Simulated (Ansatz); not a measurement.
**ClH5N2SeSi (SMILES N[Si](N)(Cl)[SeH]): density, localisation and related maps**

The calculation's input:

```
crystal:
  periodic: [false, false, false]
  atoms:
    - { symbol: "N", position_ang: [-1.306, 0.7982, 0.177] }
    - { symbol: Si, position_ang: [0.0533, -0.2153, -0.1429] }
    - { symbol: "N", position_ang: [0.3061, -1.2589, 1.2664] }
    - { symbol: Cl, position_ang: [-0.2406, -1.3901, -1.8294] }
    - { symbol: Se, position_ang: [1.9052, 1.0665, -0.5325] }
    - { symbol: H, position_ang: [-1.71122, 0.6029, 1.13786] }
    - { symbol: H, position_ang: [-2.11127, 0.48877, -0.47538] }
    - { symbol: H, position_ang: [-0.4672, -1.8493, 1.3741] }
    - { symbol: H, position_ang: [1.1392, -1.8739, 1.0794] }
    - { symbol: H, position_ang: [1.2201, 1.7313, -1.6995] }
basis:
  gaussian: { orbitals: def2-SVP }
hamiltonian:
  xc: b3lyp
  dispersion: d4
relax:
  f_tol: 0.015
  max_steps: 40
output:
  orbitals: {}
```

Command:

```sh
ansatz run input.yaml --threads 2 --pin off --max-ram 3072MiB --backend cpu --events-out ev --progress --plain --runs-dir out
```

The fields are those of the relaxed geometry.

Computed with RKS B3LYP-D4/def2-SVP in Ansatz 0.2.0.

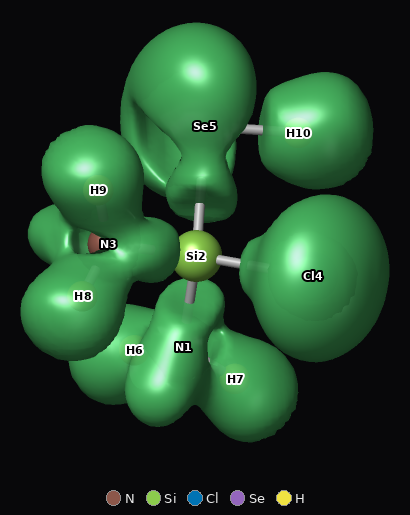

Figure 1. Isosurface of the electron localisation function at 0.75 (green), seen at an oblique angle. Core shells and regions of very low density are left out.

Q: Identify the bonds, lone pairs and shells in this picture.

A: The ELF exceeds this value in one region around a hydrogen nucleus, one region on Cl in which the atom's valence shell and bonds are merged, one region on Se in which the atom's valence shell and bonds are merged and two joined regions spread over several atoms (H, N), in which their bonds and any lone pairs are merged.


Si–N (1.71 Å): the ELF peaks at about 0.90 between the atoms: a polar covalent bond. Si–Cl (2.10 Å): the ELF peaks at about 0.90 between the atoms: a shared but strongly polarised pair.

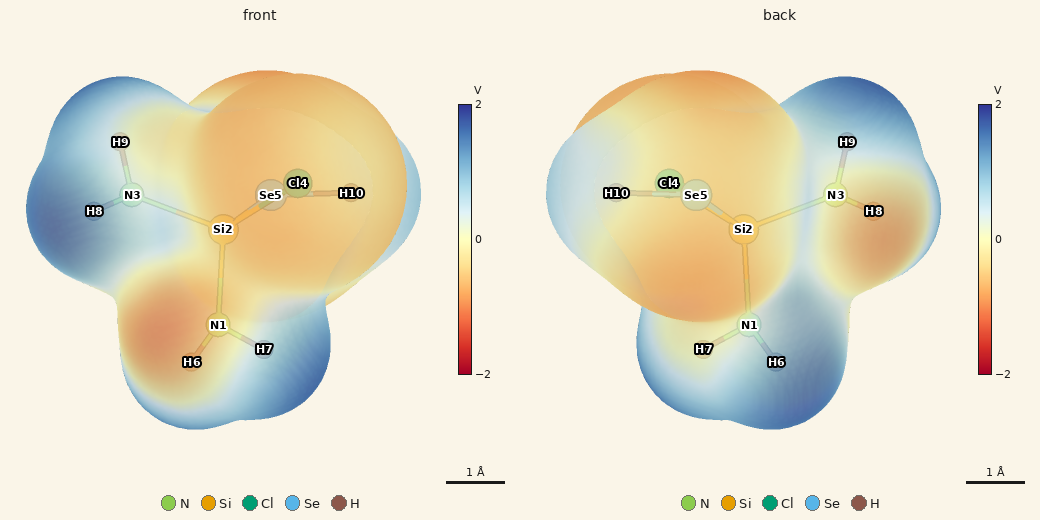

Figure 2. The molecular electrostatic potential painted on the density surface at 0.002 e/bohr³, seen from the front and from behind; the colour scale runs from red (negative) to blue (positive).

Q: Where is the surface potential most negative and most positive?

A: The most negative region (about −0.9 V) lies over N1, the most positive (about +1.7 V) over H6, H7, H8 and H9.

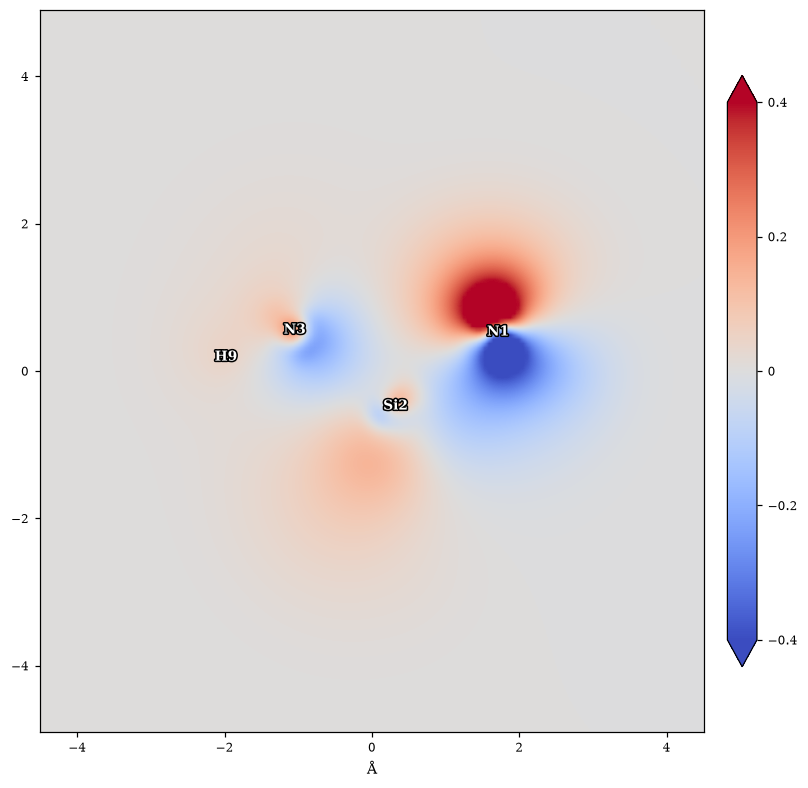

Figure 3. The HOMO−1 on the plane of atoms N1, Si2 and N3 (values in Å⁻³ᐟ²; the overall sign is arbitrary).

Q: Describe this orbital and give its energy.

A: It lies mainly on N1 (about 45 %), Se5 (about 30 %) and Si2 (about 10 %). Its energy is −7.39 eV.
